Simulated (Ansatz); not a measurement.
# CH6Si: rigid scan of one bond length, by script

How does the energy of CH6Si change as one bond is stretched? A script is to give a rigid scan of one bond length; the system is CH6Si.

Computed with Ansatz 0.2.0, driven from Python. Level of theory: PBE/cc-pVDZ.

### 1 The system

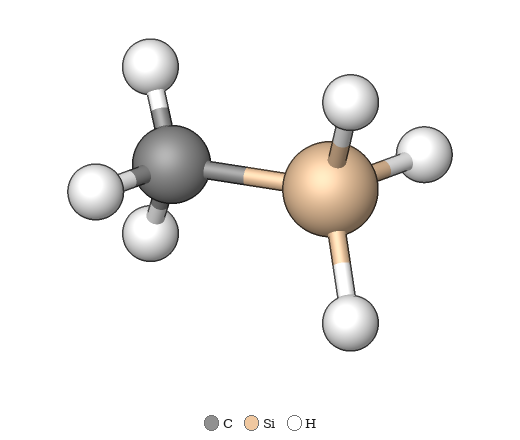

The starting structure, viewed from a chosen angle; carbon grey, silicon light orange, hydrogen white.

The script holds or builds the structure itself.

### 2 The code

Contents of run_scan.py:

```python
# -*- coding: utf-8 -*-
'''Stretching a bond of CH6Si, the rest held rigid.'''

import ansatz as az
import numpy as np

GEOMETRY = '''
C    -0.14010    0.18920   -0.91120
Si    0.15260   -0.22680    0.82910
H    -1.28320    0.11980   -1.17460
H     0.45200   -0.38540   -1.61910
H     0.08690    1.26790   -1.13880
H    -0.62120    0.65760    1.75130
H     1.62770   -0.05790    1.13600
H    -0.18270   -1.62140    1.07140
'''


def main():
    geometry = az.Crystal.molecule()
    for line in GEOMETRY.strip().splitlines():
        symbol, *xyz = line.split()
        geometry = geometry.atom(symbol, [float(v) for v in xyz])

    symbols = [site.symbol for site in geometry.cartesian_sites]
    start = np.array([site.position_ang for site in geometry.cartesian_sites])
    axis = (start[5] - start[1]) / np.linalg.norm(start[5] - start[1])
    moving = [5]
    lengths, energies = [1.315, 1.374, 1.434, 1.494, 1.554, 1.613, 1.673, 1.763], []
    for length in lengths:
        xyz = start.copy()
        xyz[moving] += (length - np.linalg.norm(start[5] - start[1])) * axis
        point = az.Crystal.molecule()
        for symbol, place in zip(symbols, xyz):
            point = point.atom(symbol, place.tolist())
        setup = (
            point.calculation()
            .basis(gaussian='cc-pVDZ')
            .functional('pbe')
        )
        data = setup.run(threads=1, pin='off').report
        energies.append(data['free_energy_ev'])
        print(f'r = {length:6.3f} A  E = {energies[-1]:.5f} eV  <S^2> = {abs(data["mean_field"]["state"]["spin_squared"]):.3f}')

    # quartic fit about the minimum
    fit = np.polynomial.Polynomial.fit(lengths, np.array(energies) - min(energies), 4).convert()
    roots = [r.real for r in fit.deriv().roots() if abs(r.imag) < 1e-9 and fit.deriv(2)(r.real) > 0]
    r_e = min(roots, key=lambda r: abs(r - lengths[int(np.argmin(energies))]))
    print(f'minimum of the fit at {r_e:.4f} A, force constant {fit.deriv(2)(r_e):.2f} eV/A^2')


if __name__ == '__main__':
    main()
```

### 3 What the engine is handed

The engine receives this input (first run):

```yaml
crystal:
  periodic: [false, false, false]
  atoms:
    - { symbol: C, position_ang: [-0.1401, 0.1892, -0.9112] }
    - { symbol: Si, position_ang: [0.1526, -0.2268, 0.8291] }
    - { symbol: H, position_ang: [-1.2832, 0.1198, -1.1746] }
    - { symbol: H, position_ang: [0.452, -0.3854, -1.6191] }
    - { symbol: H, position_ang: [0.0869, 1.2679, -1.1388] }
    - { symbol: H, position_ang: [-0.5285887285962239, 0.5517517078967439, 1.6409276628475546] }
    - { symbol: H, position_ang: [1.6277, -0.0579, 1.136] }
    - { symbol: H, position_ang: [-0.1827, -1.6214, 1.0714] }
basis:
  gaussian:
    orbitals: cc-pVDZ
hamiltonian:
  xc: pbe
```

### 4 Running it

Command:

```sh
$ python run_scan.py
```

Standard output:

```text
r =  1.315 A  E = -9005.66663 eV  <S^2> = 0.000
r =  1.374 A  E = -9005.89929 eV  <S^2> = 0.000
r =  1.434 A  E = -9006.03257 eV  <S^2> = 0.000
r =  1.494 A  E = -9006.08390 eV  <S^2> = 0.000
r =  1.554 A  E = -9006.07121 eV  <S^2> = 0.000
r =  1.613 A  E = -9006.01043 eV  <S^2> = 0.000
r =  1.673 A  E = -9005.91105 eV  <S^2> = 0.000
r =  1.763 A  E = -9005.71105 eV  <S^2> = 0.000
minimum of the fit at 1.5099 A, force constant 16.59 eV/A^2
```

It took 8.2 s on 1 thread of Arm Neoverse V1, shared host; peak memory 0.16 GiB.

### 5 Inputs of later runs

The engine's inputs for some of the other runs:

Run 3, against run 1:

```diff
@@ -9 +9 @@
-    - { symbol: H, position_ang: [-0.5285887285962239, 0.5517517078967439, 1.6409276628475546] }
+    - { symbol: H, position_ang: [-0.590232423427365, 0.6222061970524189, 1.7143934361394626] }
```

Run 4, against run 1:

```diff
@@ -9 +9 @@
-    - { symbol: H, position_ang: [-0.5285887285962239, 0.5517517078967439, 1.6409276628475546] }
+    - { symbol: H, position_ang: [-0.621313277964075, 0.6577294688956162, 1.7514350025051306] }
```

Run 7, against run 1:

```diff
@@ -9 +9 @@
-    - { symbol: H, position_ang: [-0.5285887285962239, 0.5517517078967439, 1.6409276628475546] }
+    - { symbol: H, position_ang: [-0.714037827331926, 0.7637072298944887, 1.8619423421627064] }
```

### 6 The engine's runs

From the records of these 8 runs:

```csv
run,distance (Å),energy from run 4 (eV),SCF cycles,CPU time (s)
1,1.31,0.4173,15,0.98
2,1.37,0.1846,15,0.97
3,1.43,0.0513,15,0.98
4,1.49,0.0000,15,0.98
5,1.55,0.0127,15,0.98
6,1.61,0.0735,14,0.9
7,1.67,0.1728,14,0.9
8,1.76,0.3728,14,0.9
```

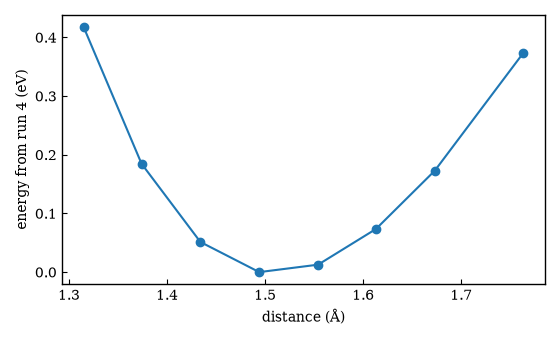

Energy against distance; lines join the points.

### 7 Results

```
                        quantity     value
bond length at the fit's minimum  1.5099 Å
                   runs compared         8
                 range of energy  0.417 eV
      lowest point, distance (Å)      1.49
```

In words: The lowest point, at 1.49, lies inside the range. The ends stand 0.417 and 0.373 eV above it. The distance scanned is the script's pair 1, 5. Reading the output:
- The rest of the molecule is held rigid at a force-field or estimated start geometry, and the basis set is modest; single-reference methods fail as a bond breaks.
- The orbitals are restricted, so S² is zero by construction.
